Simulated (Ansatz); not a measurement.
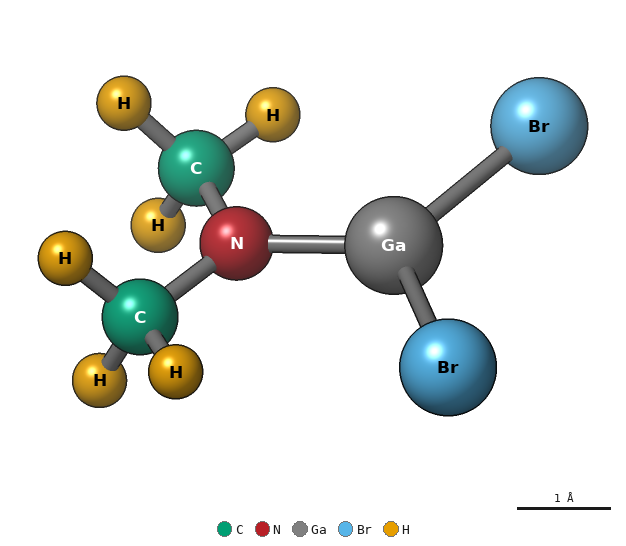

Rendered structure (ball-and-stick style).

The geometry was computed by an optimisation with PBE0-D4/def2-TZVP.

Description:

Formula C₂H₆Br₂GaN. As SMILES it reads `C[N](C)[Ga]([Br])[Br]`. This geometry has C2v symmetry. Coordination: 2 C tetrahedral; 1 N trigonal planar; 1 Ga trigonal planar.

The parts below concern this one geometry. Atoms keep their numbers from picture to picture.

### Levels of theory compared

Program: Ansatz 0.2.0.

Compare vertical IP (eV), HOMO energy (eV), HOMO–LUMO gap (eV) at these levels: B3LYP-D4/def2-TZVPP; PBE-D4/def2-TZVPP; PBE0-D4/def2-TZVPP; r2SCAN-D4/def2-TZVPP; ωB97M-V/def2-TZVPP; ωB97X-V/def2-TZVPP.

| level | vertical IP (eV) | HOMO energy (eV) | HOMO–LUMO gap (eV) |
| --- | --- | --- | --- |
| B3LYP-D4/def2-TZVPP | 8.61 | −6.64 | 5.13 |
| PBE-D4/def2-TZVPP | 8.41 | −5.60 | 3.48 |
| PBE0-D4/def2-TZVPP | 8.55 | −6.84 | 5.63 |
| r2SCAN-D4/def2-TZVPP | 8.42 | −5.84 | 3.97 |
| ωB97M-V/def2-TZVPP | 8.69 | −9.11 | 9.79 |
| ωB97X-V/def2-TZVPP | 8.69 | −9.20 | 10.07 |

### Charges

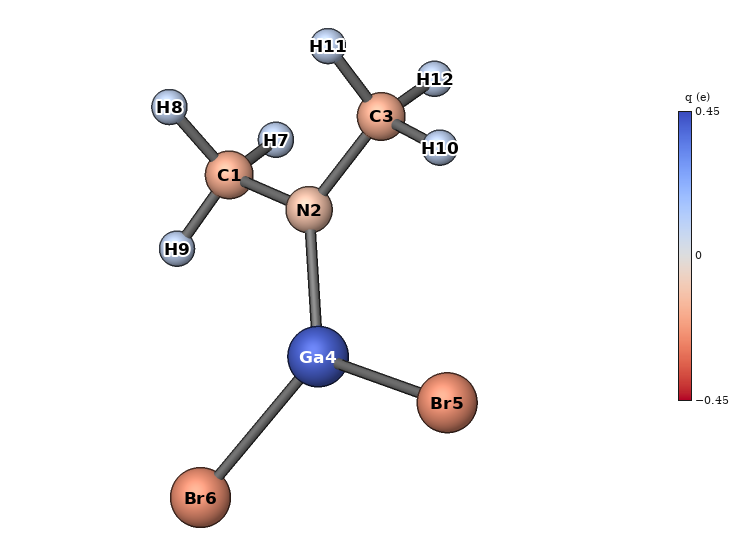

Atoms are coloured by their Mulliken charges. Method: RKS PBE-D4/def2-TZVPP (Ansatz 0.2.0).

Give the Mulliken charges atom by atom.

```csv
atom,value (e)
C1,−0.17
N2,−0.11
C3,−0.17
Ga4,0.40
Br5,−0.24
Br6,−0.24
H7,0.09
H8,0.09
H9,0.09
H10,0.09
H11,0.09
H12,0.09
```

### Dipole moment

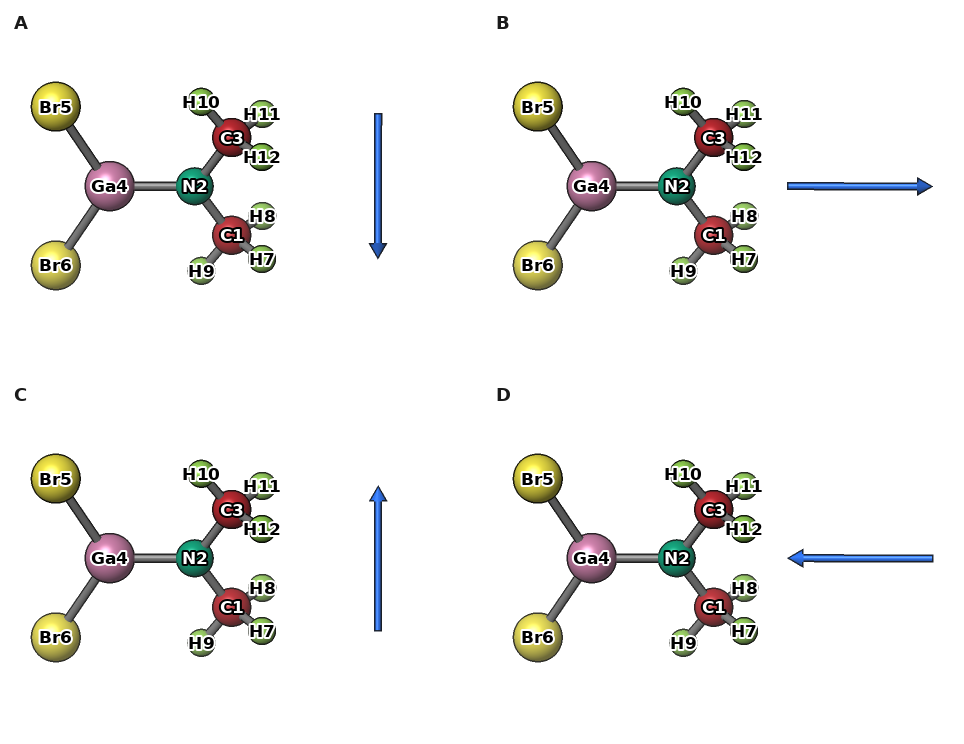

The same molecule four times, each with an arrow. Properties computed with RKS ωB97M-V/def2-TZVPP (Ansatz 0.2.0).

Which arrow points along the dipole moment, from the negative to the positive end?

Answer. B. The dipole moment is 2.39 D; it points from the side of Br5, Br6 to the side of H7, H8, H11, H12 (the outermost atoms at the two ends).

Mulliken values depend strongly on the basis set and can even reverse the polarity of a bond.
